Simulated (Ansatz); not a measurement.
**Transmission past a defect: Ag wire along [100], 5 atoms a period, vacancy of one Ag**

Wanted: the relaxed defect and the transmission past it, beside the channels of the perfect wire.

Method: DFT PBE, plane waves, PAW; relaxation of a wire's period, in the first sound run; inputs show where later runs differ, in Ansatz 0.2.0.

## 1. Set-up

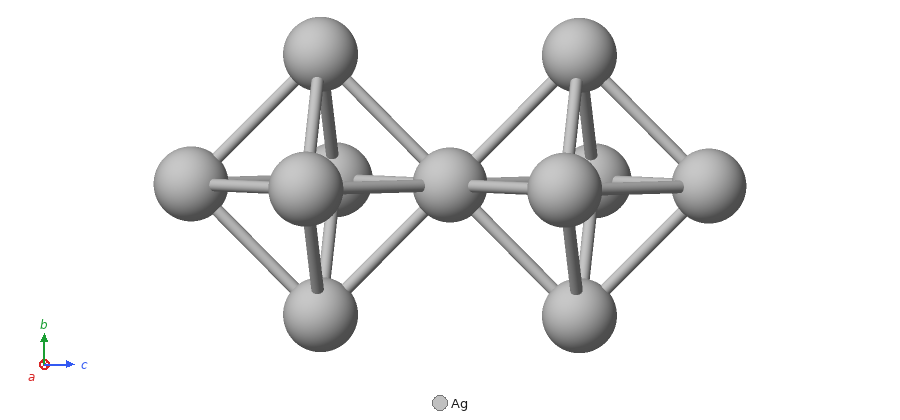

Start, viewed from the side, with the c axis across the page; silver light grey. 1×1×2 cells are drawn. Some periodic images of atoms are drawn too.

The cell holds 5 atoms: 5 Ag. Its edges and angles: a = 10.950 Å, b = 10.950 Å, c = 4.150 Å, α = 90.0°, β = 90.0°, γ = 90.0°. Vacuum lies along a and b. The structure's axis is c.

## 2. The relaxed wire

Band widths follow the bond lengths, so the wire is relaxed first. The atoms and the third cell vector are free; the box across stays fixed as vacuum. A Fermi-Dirac smearing is set since the result may be a metal. The pressure printed is a third of the stress's trace over the whole box, vacuum included; only the stress along the axis is relaxed.

File input.yaml:

```yaml
crystal:
  lattice:
    - [10.95, 0.0, 0.0]
    - [0.0, 10.95, 0.0]
    - [0.0, 0.0, 4.15]
  atoms:
    - { symbol: Ag, position: [0.5, 0.5, 0.0] }
    - { symbol: Ag, position: [0.310502283, 0.5, 0.5] }
    - { symbol: Ag, position: [0.5, 0.310502283, 0.5] }
    - { symbol: Ag, position: [0.5, 0.689497717, 0.5] }
    - { symbol: Ag, position: [0.689497717, 0.5, 0.5] }
kpoints:
  mp_grid: { grid: [1, 1, 20] }
scf:
  occupations: { method: fermi_dirac, width: 0.05 }
hamiltonian:
  xc: pbe
relax:
  cell: { fix: [a, b, alpha, beta, gamma] }
  max_steps: 60
```

Run with:

```console
> ansatz run input.yaml --threads 4 --pin off --max-ram 16384MiB --backend cpu --events-out ev --progress --plain --runs-dir out
```

Numbers of over 12 decimals in the logs are rounded to 6 here.

Log:

```text
Engine: ansatz 0.2.0, aarch64-unknown-linux-gnu
Pseudopotentials: kind: paw
Pseudopotential: Ag, paw, valence charge 19, recommended cutoff 420 eV (normal), Ag.paw.azcp
Functional definition: PBE
  parameter kappa = 0.804
  parameter beta = 0.066725
  exchange = pbe_x(kappa = kappa, mu = beta*pi^2/3)
  correlation = pbe_c(beta = beta)
Crystal: 5 atoms, lattice volume = 497.595 Å³
Basis set: ecut = 420 eV, 9709 PW (Γ), exchange–correlation on 150×150×60 points (8 copies of the dense FFT grid, shifted against one another)
Bands: 57, of which v1, the nominal top of the filled ones, is band 48 counted from 1 (47 counted from 0)
Symmetry: 16 space group operations
Space group: P4/mmm (ITA 123), of the structure as read, at distance tolerance 7.9e-5 Å
k-points: 11 of 20
Non-local potential: Ag, projectors of the file, l = 0: 3, l = 1: 2, l = 2: 2, l = 3: 1
PAW form: soft (Blöchl's): semilocal exchange-correlation on the pseudo side does not see the compensation charge
PAW one-centre angular grid: Ag, 590 points (default); XC on 64 Gauss nodes
Initial density: superposition of atomic densities (neutral atoms: chi_scale 0, normalization atom), corrected by the library's trained network
Initial wavefunctions: pseudopotential atomic-orbital guess
Functional: x = pbe(κ = 0.804, μ = 0.219515), c = pbe(β = 0.066725)
SCF iter   1: F=—  HF=-37947.918215 eV  |F-HF|=—  |Δ(HF+E_count)|=         —  Δρ=2.18e-3  dr2=4.62e-2  ethr=1.77e-3  ⟨swp⟩=8.3  Hψ=2611  notcnv=0  defer=5
preconditioner: auto → LDOS  [insulator: Δε(μ)=0.303 eV  Ē_g=6.536 eV  σ=0.050 eV  W_gap=0.77  n_scr=86 (ndim 8)  ℏωp=12.3 eV  f_vac=0.680  D(μ)=1.72/eV (n_scr^D=4)  ε∞_Penn≈4.6  β→1.0]
SCF iter   2: F=—  HF=-37947.921598 eV  |F-HF|=—  |Δ(HF+E_count)|=   3.38e-3  Δρ=2.33e-3  dr2=3.36e-2  ethr=4.86e-5  ⟨swp⟩=2.8  Hψ=1338  notcnv=0  defer=27
SCF iter   3: F=—  HF=-37947.914620 eV  |F-HF|=—  |Δ(HF+E_count)|=   6.98e-3  Δρ=4.37e-4  dr2=1.02e-3  ethr=3.53e-5  ⟨swp⟩=2.1  Hψ=1198  notcnv=0  defer=27
SCF iter   4: F=—  HF=-37947.914595 eV  |F-HF|=—  |Δ(HF+E_count)|=   2.55e-5  Δρ=1.80e-4  dr2=1.81e-4  ethr=1.07e-6  ⟨swp⟩=2.0  Hψ=1150  notcnv=0  defer=27
SCF iter   5: F=—  HF=-37947.914579 eV  |F-HF|=—  |Δ(HF+E_count)|=   1.55e-5  Δρ=6.38e-5  dr2=2.94e-5  ethr=1.91e-7  ⟨swp⟩=2.0  Hψ=1124  notcnv=0  defer=27
SCF iter   6: F=—  HF=-37947.914451 eV  |F-HF|=—  |Δ(HF+E_count)|=   1.28e-4  Δρ=1.25e-5  dr2=9.65e-7  ethr=3.09e-8  ⟨swp⟩=2.0  Hψ=916  notcnv=0  defer=27
SCF iter   7: F=—  HF=-37947.914452 eV  |F-HF|=—  |Δ(HF+E_count)|=   8.05e-7  Δρ=8.20e-6  dr2=3.13e-7  ethr=1.02e-9  ⟨swp⟩=2.0  Hψ=907  notcnv=0  defer=27
SCF iter   8: F=-37947.914452 eV  HF=-37947.914452 eV  |F-HF|=1.18e-8  |Δ(HF+E_count)|=   2.03e-8  Δρ=1.45e-6  dr2=9.61e-9  ethr=1.05e-10  ⟨swp⟩=2.4  Hψ=2105  notcnv=0
SCF 1 converged in 8 iterations: F = -37947.914452 eV  dr2 = 9.61e-9
  greatest PAW one-centre occupation: 1.000 electrons in one spin orbital (limit 2), on the Ag atom at site 0 (counted from 0), in its partial waves of l = 0
relax step   1: F+E_penalty+E_count = -37947.91445196 eV  Δ(F+E_penalty+E_count) = +0.000e0 eV  max|allowed force component| = 7.133e-1 eV/Å  Δτ_max = 0.0000 Å  P = -1.221 GPa  Ω = 497.595 Å³  fix = [a, b, alpha, beta, gamma]  reactions: a -0.860, b -0.860 GPa  (8 SCF iters, dr2 threshold 1.00e-7 eV, accepted)
Crystal: 5 atoms, lattice volume = 473.364 Å³
Basis set: ecut = 420 eV, 9261 PW (Γ), exchange–correlation on 150×150×60 points (8 copies of the dense FFT grid, shifted against one another)
Initial density: handed on by an earlier stage of this run
Initial wavefunctions: those handed on with the density
iter 1 solved again at ethr=4.29e-5 eV; its pass at ethr=3.10e-3 eV (dr2=4.08e-2 eV) is discarded
SCF iter   1: F=—  HF=-37948.309395 eV  |F-HF|=—  |Δ(HF+E_count)|=         —  Δρ=2.93e-3  dr2=4.42e-2  ethr=4.29e-5  ⟨swp⟩=2.4  Hψ=3033  notcnv=0
preconditioner: auto → LDOS  [insulator: Δε(μ)=0.342 eV  Ē_g=6.797 eV  σ=0.050 eV  W_gap=0.76  n_scr=86 (ndim 8)  ℏωp=12.7 eV  f_vac=0.686  D(μ)=1.61/eV (n_scr^D=4)  ε∞_Penn≈4.5  β→1.0]
SCF iter   2: F=—  HF=-37948.321148 eV  |F-HF|=—  |Δ(HF+E_count)|=   1.18e-2  Δρ=4.33e-3  dr2=7.46e-2  ethr=4.29e-5  ⟨swp⟩=2.0  Hψ=1254  notcnv=0
SCF iter   3: F=—  HF=-37948.298815 eV  |F-HF|=—  |Δ(HF+E_count)|=   2.23e-2  Δρ=8.38e-4  dr2=2.28e-3  ethr=4.29e-5  ⟨swp⟩=2.0  Hψ=1251  notcnv=0  defer=25
SCF iter   4: F=—  HF=-37948.298361 eV  |F-HF|=—  |Δ(HF+E_count)|=   4.54e-4  Δρ=1.28e-4  dr2=6.39e-5  ethr=2.40e-6  ⟨swp⟩=2.0  Hψ=1166  notcnv=0  defer=25
SCF iter   5: F=—  HF=-37948.298209 eV  |F-HF|=—  |Δ(HF+E_count)|=   1.52e-4  Δρ=4.46e-5  dr2=7.71e-6  ethr=6.73e-8  ⟨swp⟩=2.0  Hψ=1121  notcnv=0  defer=25
SCF iter   6: F=-37948.298211 eV  HF=-37948.298210 eV  |F-HF|=8.10e-8  |Δ(HF+E_count)|=   1.21e-6  Δρ=9.48e-6  dr2=4.13e-7  ethr=5.26e-10  ⟨swp⟩=3.0  Hψ=2541  notcnv=0
SCF 2 converged in 6 iterations: F = -37948.298211 eV  dr2 = 4.13e-7
relax step   2: F+E_penalty+E_count = -37948.29821053 eV  Δ(F+E_penalty+E_count) = -3.838e-1 eV  max|allowed force component| = 2.725e-2 eV/Å  Δτ_max = 0.0947 Å  P = -0.271 GPa  Ω = 473.364 Å³  energy of the carried Pulay correction = +2.068e-3 eV  fix = [a, b, alpha, beta, gamma]  reactions: a +0.118, b +0.118 GPa  (6 SCF iters, dr2 threshold 5.00e-7 eV, accepted)
Crystal: 5 atoms, lattice volume = 449.021 Å³
Basis set: ecut = 420 eV, 8797 PW (Γ), exchange–correlation on 150×150×60 points (8 copies of the dense FFT grid, shifted against one another)
iter 1 solved again at ethr=1.33e-5 eV; its pass at ethr=3.10e-3 eV (dr2=1.27e-2 eV) is discarded
SCF iter   1: F=—  HF=-37948.426170 eV  |F-HF|=—  |Δ(HF+E_count)|=         —  Δρ=1.50e-3  dr2=1.41e-2  ethr=1.33e-5  ⟨swp⟩=2.8  Hψ=3296  notcnv=0
preconditioner: auto → LDOS  [insulator: Δε(μ)=0.216 eV  Ē_g=6.956 eV  σ=0.050 eV  W_gap=0.70  n_scr=70 (ndim 8)  ℏωp=13.0 eV  f_vac=0.682  D(μ)=1.72/eV (n_scr^D=8)  ε∞_Penn≈4.5  β→1.0]
SCF iter   2: F=—  HF=-37948.429211 eV  |F-HF|=—  |Δ(HF+E_count)|=   3.04e-3  Δρ=2.19e-3  dr2=2.23e-2  ethr=1.33e-5  ⟨swp⟩=2.0  Hψ=1254  notcnv=0
SCF iter   3: F=—  HF=-37948.422769 eV  |F-HF|=—  |Δ(HF+E_count)|=   6.44e-3  Δρ=4.35e-4  dr2=7.77e-4  ethr=1.33e-5  ⟨swp⟩=2.0  Hψ=1241  notcnv=0
SCF iter   4: F=—  HF=-37948.422691 eV  |F-HF|=—  |Δ(HF+E_count)|=   7.82e-5  Δρ=8.02e-5  dr2=2.72e-5  ethr=8.18e-7  ⟨swp⟩=2.0  Hψ=1222  notcnv=0
SCF iter   5: F=—  HF=-37948.422548 eV  |F-HF|=—  |Δ(HF+E_count)|=   1.43e-4  Δρ=5.40e-5  dr2=1.24e-5  ethr=2.86e-8  ⟨swp⟩=2.0  Hψ=1140  notcnv=0
SCF iter   6: F=—  HF=-37948.422546 eV  |F-HF|=—  |Δ(HF+E_count)|=   2.02e-6  Δρ=2.22e-5  dr2=2.26e-6  ethr=1.30e-8  ⟨swp⟩=2.3  Hψ=867  notcnv=0
SCF iter   7: F=-37948.422546 eV  HF=-37948.422546 eV  |F-HF|=1.29e-7  |Δ(HF+E_count)|=   3.76e-7  Δρ=6.27e-6  dr2=1.55e-7  ethr=5.26e-10  ⟨swp⟩=4.5  Hψ=2037  notcnv=0
SCF 3 converged in 7 iterations: F = -37948.422546 eV  dr2 = 1.55e-7
relax step   3: F+E_penalty+E_count = -37948.42254584 eV  Δ(F+E_penalty+E_count) = -1.243e-1 eV  max|allowed force component| = 2.724e-1 eV/Å  Δτ_max = 0.0119 Å  P = +0.169 GPa  Ω = 449.021 Å³  energy of the carried Pulay correction = +4.331e-3 eV  fix = [a, b, alpha, beta, gamma]  reactions: a +0.474, b +0.474 GPa  (7 SCF iters, dr2 threshold 5.00e-7 eV, accepted)
[... from here on, the SCF cycles and remarks between the steps are left out ...]
relax step   4: F+E_penalty+E_count = -37948.55318580 eV  Δ(F+E_penalty+E_count) = -1.306e-1 eV  max|allowed force component| = 1.933e-1 eV/Å  Δτ_max = 0.0683 Å  P = +0.100 GPa  Ω = 424.656 Å³  energy of the carried Pulay correction = +6.811e-3 eV  fix = [a, b, alpha, beta, gamma]  reactions: a +0.410, b +0.410 GPa  (6 SCF iters, dr2 threshold 5.00e-7 eV, accepted)
relax step   5: F+E_penalty+E_count = -37948.69474461 eV  Δ(F+E_penalty+E_count) = -1.416e-1 eV  max|allowed force component| = 1.266e-1 eV/Å  Δτ_max = 0.0765 Å  P = +0.020 GPa  Ω = 400.386 Å³  energy of the carried Pulay correction = +9.529e-3 eV  fix = [a, b, alpha, beta, gamma]  reactions: a +0.346, b +0.346 GPa  (6 SCF iters, dr2 threshold 5.00e-7 eV, accepted)
relax step   6: F+E_penalty+E_count = -37948.85531377 eV  Δ(F+E_penalty+E_count) = -1.606e-1 eV  max|allowed force component| = 1.995e-1 eV/Å  Δτ_max = 0.0762 Å  P = +0.046 GPa  Ω = 376.309 Å³  energy of the carried Pulay correction = +1.251e-2 eV  fix = [a, b, alpha, beta, gamma]  reactions: a +0.465, b +0.465 GPa  (7 SCF iters, dr2 threshold 5.00e-7 eV, accepted)
relax step   7: F+E_penalty+E_count = -37949.05827414 eV  Δ(F+E_penalty+E_count) = -2.030e-1 eV  max|allowed force component| = 2.392e-1 eV/Å  Δτ_max = 0.0843 Å  P = +0.153 GPa  Ω = 352.638 Å³  energy of the carried Pulay correction = +1.577e-2 eV  fix = [a, b, alpha, beta, gamma]  reactions: a +0.536, b +0.536 GPa  (7 SCF iters, dr2 threshold 5.00e-7 eV, accepted)
relax step   8: F+E_penalty+E_count = -37949.12070745 eV  Δ(F+E_penalty+E_count) = -6.243e-2 eV  max|allowed force component| = 7.277e-2 eV/Å  Δτ_max = 0.1286 Å  P = +0.427 GPa  Ω = 328.481 Å³  energy of the carried Pulay correction = +1.949e-2 eV  fix = [a, b, alpha, beta, gamma]  reactions: a +0.165, b +0.165 GPa  (7 SCF iters, dr2 threshold 5.00e-7 eV, accepted)
relax step   9: F+E_penalty+E_count = -37949.13337161 eV  Δ(F+E_penalty+E_count) = -1.266e-2 eV  max|allowed force component| = 7.592e-2 eV/Å  Δτ_max = 0.0072 Å  P = -0.210 GPa  Ω = 336.167 Å³  energy of the carried Pulay correction = +1.826e-2 eV  fix = [a, b, alpha, beta, gamma]  reactions: a -0.167, b -0.167 GPa  (6 SCF iters, dr2 threshold 5.00e-7 eV, accepted)
relax step  10: F+E_penalty+E_count = -37949.13699335 eV  Δ(F+E_penalty+E_count) = -3.622e-3 eV  max|allowed force component| = 9.535e-3 eV/Å  Δτ_max = 0.0143 Å  P = -0.010 GPa  Ω = 335.112 Å³  energy of the carried Pulay correction = +1.843e-2 eV  fix = [a, b, alpha, beta, gamma]  reactions: a -0.014, b -0.014 GPa  (5 SCF iters, dr2 threshold 3.60e-7 eV, accepted)
Basis set: ecut = 420 eV, 6561 PW (Γ), exchange–correlation on 150×150×40 points (8 copies of the dense FFT grid, shifted against one another)
Initial wavefunctions: pseudopotential atomic-orbital guess (no wavefunctions were taken with the density)
iter 1 solved again at ethr=9.91e-7 eV; its pass at ethr=3.10e-3 eV (dr2=9.41e-4 eV) is discarded
SCF iter   1: F=—  HF=-37949.130240 eV  |F-HF|=—  |Δ(HF+E_count)|=         —  Δρ=2.82e-4  dr2=3.35e-5  ethr=9.91e-7  ⟨swp⟩=3.3  Hψ=4116  notcnv=0
preconditioner: auto → LDOS  [metal: Δε(μ)=0.075 eV  Ē_g=7.455 eV  σ=0.050 eV  W_gap=0.36  n_scr=44 (ndim 8)  ℏωp=15.0 eV  f_vac=0.619  D(μ)=1.90/eV (n_scr^D=8)  β→1.0]
SCF iter   2: F=—  HF=-37949.130374 eV  |F-HF|=—  |Δ(HF+E_count)|=   1.34e-4  Δρ=1.33e-4  dr2=4.30e-5  ethr=3.52e-8  ⟨swp⟩=2.0  Hψ=1150  notcnv=0
SCF iter   3: F=—  HF=-37949.130347 eV  |F-HF|=—  |Δ(HF+E_count)|=   2.74e-5  Δρ=6.29e-5  dr2=1.04e-5  ethr=3.52e-8  ⟨swp⟩=2.0  Hψ=1150  notcnv=0
SCF iter   4: F=—  HF=-37949.130361 eV  |F-HF|=—  |Δ(HF+E_count)|=   1.41e-5  Δρ=1.87e-5  dr2=9.18e-7  ethr=1.10e-8  ⟨swp⟩=2.0  Hψ=862  notcnv=0
SCF iter   5: F=—  HF=-37949.130018 eV  |F-HF|=—  |Δ(HF+E_count)|=   3.43e-4  Δρ=3.32e-6  dr2=2.85e-8  ethr=9.66e-10  ⟨swp⟩=2.0  Hψ=911  notcnv=0
SCF iter   6: F=—  HF=-37949.130018 eV  |F-HF|=—  |Δ(HF+E_count)|=   6.04e-9  Δρ=2.76e-7  dr2=4.84e-10  ethr=3.00e-11  ⟨swp⟩=2.0  Hψ=1144  notcnv=0
SCF iter   7: F=—  HF=-37949.130018 eV  |F-HF|=—  |Δ(HF+E_count)|=  5.82e-11  Δρ=1.48e-7  dr2=8.27e-11  ethr=1.00e-12  ⟨swp⟩=2.0  Hψ=905  notcnv=0
SCF iter   8: F=-37949.130018 eV  HF=-37949.130018 eV  |F-HF|=1.46e-11  |Δ(HF+E_count)|=  1.46e-11  Δρ=3.71e-8  dr2=8.20e-12  ethr=1.00e-12  ⟨swp⟩=4.3  Hψ=2025  notcnv=0
SCF 11 converged in 8 iterations: F = -37949.130018 eV  dr2 = 8.20e-12
relax step  11: F+E_penalty+E_count = -37949.13001775 eV  Δ(F+E_penalty+E_count) = +6.976e-3 eV  max|allowed force component| = 9.420e-3 eV/Å  Δτ_max = 0.0000 Å  P = -0.024 GPa  Ω = 335.112 Å³  fix = [a, b, alpha, beta, gamma]  reactions: a -0.024, b -0.024 GPa  stress off target by 2.51e-2 GPa on what of the cell is left free  SCF on the basis re-selected at this cell (its energy is not comparable with the rows above)  (8 SCF iters)
basis re-selected at this cell: Δ(F+E_penalty+E_count) = +6.976e-3 eV, ΔP = -0.014 GPa vs the last step (what re-selecting the basis moved, of the pressure what is left beyond the Pulay correction that the steps carried, after the strain that the cell walked since its last selection, with what the two solves' SCF thresholds leave and, on support functions, any second-order correction that the steps lacked; it is no measure of the basis error at this ecutwfc). The dense FFT grid was sized anew with the basis: this SCF ran on 75×75×20 points, the steps before it on 75×75×30, so part of this shift can come from that change (see relax.cell in the input reference). [rest of the remark cut]
SCF converged after 8 iterations
Free energy (F): -37949.130018 eV
Harris-Foulkes:  -37949.130018 eV  (|F-HF|=1.46e-11)
Internal energy: -37949.115176 eV  (E = F + TS)
E sigma→0 (E₀):  -37949.122597 eV
Entropy (-TS):   -0.014842 eV (-2.968 meV/atom)
Fermi energy:    1.240090 eV
--- Per-component energies (eV) ---
  E_band       = -2648.801620
  E_kinetic    = 2638.534786
  E_local      = -43311.092533  (includes V_loc(G=0)·N_el)
  E_nonlocal   = 404.594187
  E_hartree    = 20426.979798
  E_xc         = -918.513441
  E_vxc        = -1165.947084  (∫ρ·V_xc dr)
  E_paw        = -19516.348081  (= ΣΔE_a)
  E_vpaw       = -2068.852561  (= ΣTr[D̂ρ^β])
  E_aug_tail   = 0.001533  (compensation charges beyond the density's cutoff)
  E_ewald      = 2326.728575
  E_smearing   = -0.014842  (= −TS)
  E_closure    = -0.000000  (closes the sum)
  Σ components = -37949.130018   (vs F -37949.130018, Δ=0.00e0)
--- Forces (eV/Å), atoms counted from 1 ---
  atom   1  Ag     0.00000000     0.00000000     0.00000000
  atom   2  Ag     0.00941989    -0.00000000     0.00000000
  atom   3  Ag     0.00000000     0.00941989     0.00000000
  atom   4  Ag     0.00000000    -0.00941989     0.00000000
  atom   5  Ag    -0.00941989     0.00000000     0.00000000
  max |Σ_I F_I| component: 1.73e-18 eV/Å
--- Stress (GPa, compression-positive) ---
       -0.024108       0.000000       0.000000
        0.000000      -0.024108       0.000000
        0.000000       0.000000      -0.025113
  P = ⅓ Tr σ = -0.0244 GPa (-0.244 kbar)
--- Relaxed structure (10 steps of the walk, 10 accepted, 1 SCFs on fresh bases) ---
  F+E_penalty+E_count = -37949.13001775 eV   max|allowed force component| = 9.420e-3 eV/Å   (the final SCF, on the basis selected at the relaxed cell)
  cell:  # Å, volume = 335.1120 Å³
    - [10.95, 0.0, 0.0]
    - [0.0, 10.95, 0.0]
    - [0.0, 0.0, 2.794871]
  atoms:
    - { symbol: Ag, position: [0.5, 0.5, 0.0] }
    - { symbol: Ag, position: [0.279084, 0.5, 0.5] }
    - { symbol: Ag, position: [0.5, 0.279084, 0.5] }
    - { symbol: Ag, position: [0.5, 0.720916, 0.5] }
    - { symbol: Ag, position: [0.720916, 0.5, 0.5] }
```

Run time: 44 s. Hardware: 4 threads of Arm Neoverse V1, shared host; peak memory 0.97 GiB; 2.8 min of CPU time.

The steps of the relaxation:

| step | energy less that of the first step (eV) | largest force component (eV/Å) | pressure (GPa) | volume (Å³) |
| --- | --- | --- | --- | --- |
| 1 | 0.0000 | 0.7133 | -1.22 | 497.60 |
| 2 | -0.3838 | 0.0273 | -0.27 | 473.36 |
| 3 | -0.5081 | 0.2724 | 0.17 | 449.02 |
| 4 | -0.6387 | 0.1933 | 0.10 | 424.66 |
| 5 | -0.7803 | 0.1266 | 0.02 | 400.39 |
| 6 | -0.9409 | 0.1995 | 0.05 | 376.31 |
| 7 | -1.1438 | 0.2392 | 0.15 | 352.64 |
| 8 | -1.2063 | 0.0728 | 0.43 | 328.48 |
| 9 | -1.2189 | 0.0759 | -0.21 | 336.17 |
| 10 | -1.2225 | 0.0095 | -0.01 | 335.11 |
| 11* | -1.2156 | 0.0094 | -0.02 | 335.11 |

Relaxation steps marked * repeat the geometry before them on a plane-wave basis chosen anew for their cell, so energy and pressure can jump there.

Forces are held to the 16 operations that the run works with; a distortion that breaks them can't arise in this run.

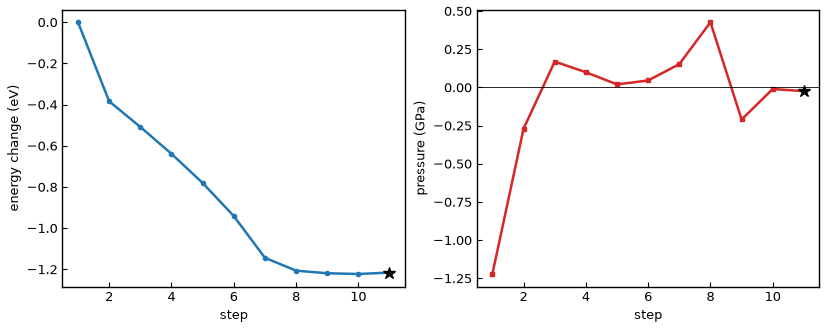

Energy and pressure along the relaxation. Stars mark steps on a basis chosen anew.

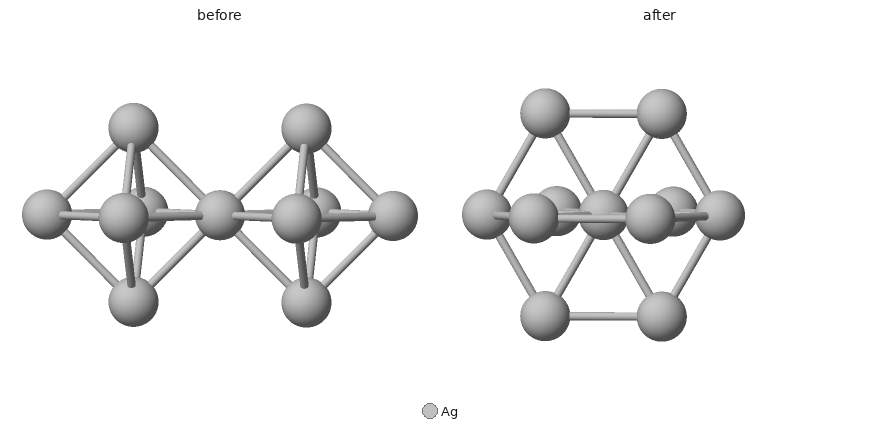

The structure before and after the relaxation, drawn at the same scale.

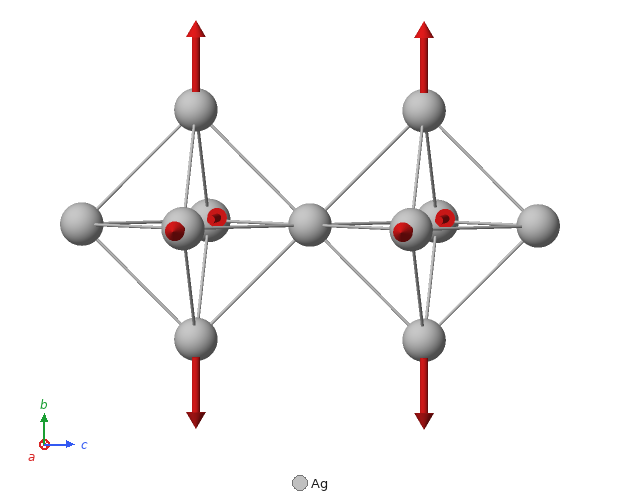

Displacements in the relaxation, exaggerated, measured against the changing cell; the longest in the cell stands for 0.34 Å. 1×1×2 cells are drawn. Some periodic images of atoms are drawn too.

| cell as run | before | after | change |
| --- | --- | --- | --- |
| c (Å) | 4.150 | 2.795 | -32.7 % |

The atoms that moved most (Å, along periodic axes as changes of fractional coordinates times the final cell, across vacuum about the mean position):

| atom | dx | dy | dz | length |
| --- | --- | --- | --- | --- |
| Ag4 | 0.000 | 0.344 | 0.000 | 0.344 |
| Ag5 | 0.344 | 0.000 | 0.000 | 0.344 |
| Ag3 | 0.000 | -0.344 | 0.000 | 0.344 |
| Ag2 | -0.344 | 0.000 | 0.000 | 0.344 |

Final coordinates:

```cif
data_structure
_symmetry_space_group_name_H-M 'P 1'
_symmetry_Int_Tables_number 1
_cell_length_a 10.9500
_cell_length_b 10.9500
_cell_length_c 2.7949
_cell_angle_alpha 90.000
_cell_angle_beta 90.000
_cell_angle_gamma 90.000
_cell_volume 335.11
loop_
_atom_site_label
_atom_site_type_symbol
_atom_site_fract_x
_atom_site_fract_y
_atom_site_fract_z
_atom_site_occupancy
Ag1 Ag 0.50000 0.50000 0.00000 1
Ag2 Ag 0.27908 0.50000 0.50000 1
Ag3 Ag 0.50000 0.27908 0.50000 1
Ag4 Ag 0.50000 0.72092 0.50000 1
Ag5 Ag 0.72092 0.50000 0.50000 1
```

This step gave:

- energy at zero smearing: -37949.1226 eV
- cell length along the wire: 2.795 Å

The cell's length comes to 2.795 Å with spin left out. That is -33 % against the start, more than a small adjustment. 5 contacts a cell pass between under 1.1 and over 1.27 times the sum of covalent radii, so the wire has rearranged from the shape that names it.

(Continued in part 2 of 4.)

[Logs are printed without paths, hosts, clocks, repeated set-up lines and the standing remarks that a program may print on its own settings, such as how far it seeks lower states.]

[Hosts, paths, dates, database ids (printed as entryN), source tags and the programs' standing remarks are cut or masked in the printed files.]
